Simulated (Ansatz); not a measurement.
**Cu2GeCl4: density, localisation and related maps**

The calculation's input:

```
crystal:
  lattice:
    - [-2.37883611, 2.37883611, 8.04208307]
    - [2.37883611, -2.37883611, 8.04208307]
    - [2.37883611, 2.37883611, -8.04208307]
  atoms:
    - { symbol: Cu, position: [0.64391956, 0.64391956, 0.0] }
    - { symbol: Cu, position: [0.35608044, 0.35608044, 0.0] }
    - { symbol: Ge, position: [0.0, 0.0, 0.0] }
    - { symbol: Cl, position: [0.0, 0.5, 0.5] }
    - { symbol: Cl, position: [0.5, 0.0, 0.5] }
    - { symbol: Cl, position: [0.85194696, 0.85194696, 0.0] }
    - { symbol: Cl, position: [0.14805304, 0.14805304, 0.0] }
kpoints:
  mp_grid: { grid: [6, 6, 6] }
hamiltonian:
  xc: pbesol
scf:
  occupations: { method: fermi_dirac, width: 0.03 }
relax:
  f_tol: 0.01
  cell: {}
  max_steps: 120
output:
  write_density: true
  write_potential: true
  elf: true
  volumetric_format: npy
```

Launched as:

```sh
ansatz run input.yaml --threads 4 --pin off --max-ram 4608MiB --backend cpu --events-out ev --progress --plain --runs-dir out
```

Below, planes, directions and counts refer to the conventional cell (a = 5.09 Å, b = 5.09 Å, c = 11.65 Å, α = 90.00°, β = 90.00°, γ = 90.00°).

The fields are those of the run's last geometry, not of the input's.

Space group I4/mmm; a structure from a database of computed crystals, not necessarily the ambient phase; started from the K2MgH4-139 prototype, which need not be the ambient phase; computed without spin polarisation.

The calculation used DFT, PBEsol, plane waves, PAW (Ansatz 0.2.0).

In a PAW calculation such maps are meaningful between the atoms, not at the nuclei.

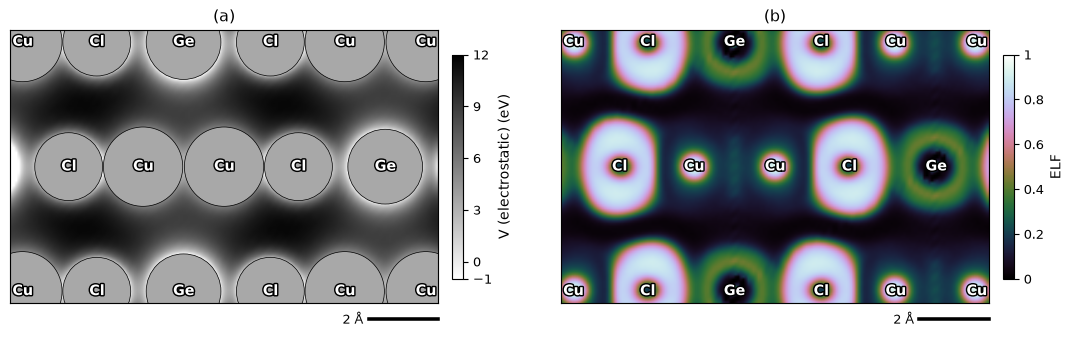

Figure 1. (a) electrostatic potential (local pseudopotential plus Hartree) felt by an electron; (b) electron localisation function on the (110) plane of the conventional cell. Grey discs cover the atomic cores in the potential map.

**Describe what can be read from this map.**

- Atoms in the plane: Cu, Ge and Cl.
- Cu–Cl (2.15 Å): the ELF peaks at about 0.80 in the valence shell of Cl, 0.8 Å from its nucleus, and is about 0.40 at the midpoint.
- Cu–Cu (2.34 Å): the ELF is about 0.25 at the midpoint: no localised pair shows between them.
- Ge–Cl (2.51 Å): the ELF peaks at about 0.80 in the valence shell of Cl, 0.7 Å from its nucleus, and drops to about 0.30 between the two atoms.
- The features right at Cu lie inside the PAW spheres, where the map follows smoothed inner orbitals and isn't to be read closely.
- Outside the cores the potential energy rises away from the atoms and is highest about 1.8 Å from the nearest atoms; its zero is arbitrary.

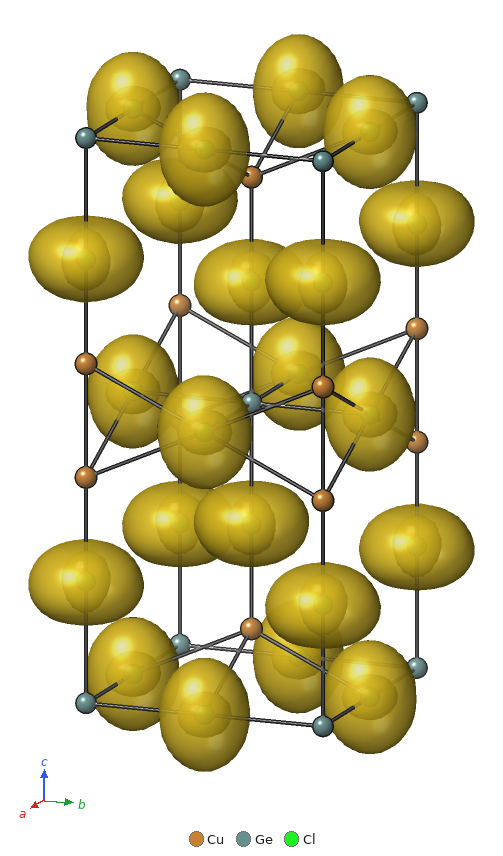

Figure 2. Isosurface of the electron localisation function at 0.8 (yellow), seen slightly off an axis. Core shells and regions of very low density are left out. Sticks mark near contacts.

**Describe the localisation domains.**

At this value the surface marks out eight regions wrapped around Cl (the valence shell of each), counted in one cell of 14 atoms. Regions shared between cells count once.
